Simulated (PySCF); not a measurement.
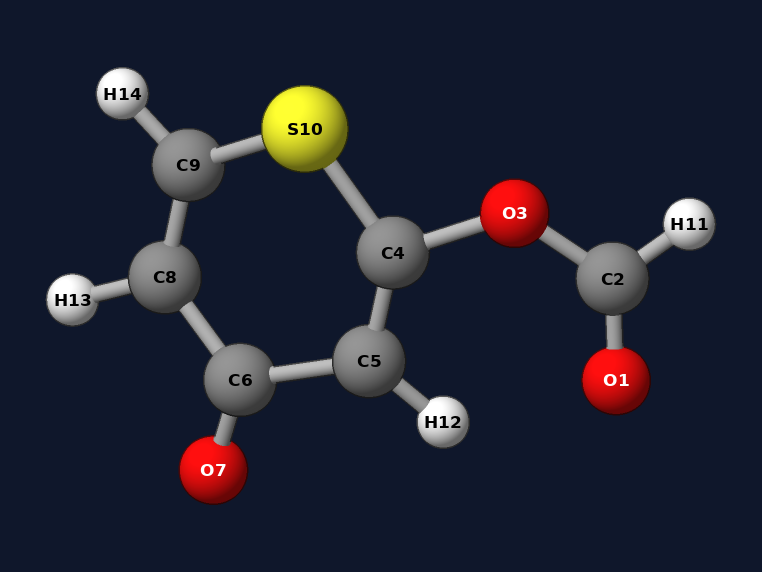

Geometry: a frame of a GFN2-xTB molecular-dynamics simulation, not a minimum. Level of theory: GIAO PBE0/pcSseg-1 NMR shielding, non-relativistic, gas phase (PySCF 2.14.0). Principal shieldings σ11 ≤ σ22 ≤ σ33, span Ω = σ33 − σ11, skew κ = 3(σiso − σ22)/Ω.

**Which C atom has the most anisotropic shielding?**

C9, with a span of 227 ppm.

Give the shielding tensors of the C atoms.

| atom | σ11 | σ22 | σ33 | σiso | Ω | κ |
| --- | --- | --- | --- | --- | --- | --- |
| C2 | −80.3 | 69.2 | 85.0 | 24.6 | 165.3 | −0.81 |
| C4 | −72.5 | 49.5 | 72.2 | 16.4 | 144.7 | −0.69 |
| C5 | −33.9 | 35.6 | 131.8 | 44.5 | 165.7 | 0.16 |
| C6 | −87.5 | 11.5 | 91.0 | 5.0 | 178.5 | −0.11 |
| C8 | −53.4 | 49.3 | 138.6 | 44.8 | 192.1 | −0.07 |
| C9 | −70.1 | 51.4 | 157.3 | 46.2 | 227.4 | −0.07 |

Shieldings and span in ppm.
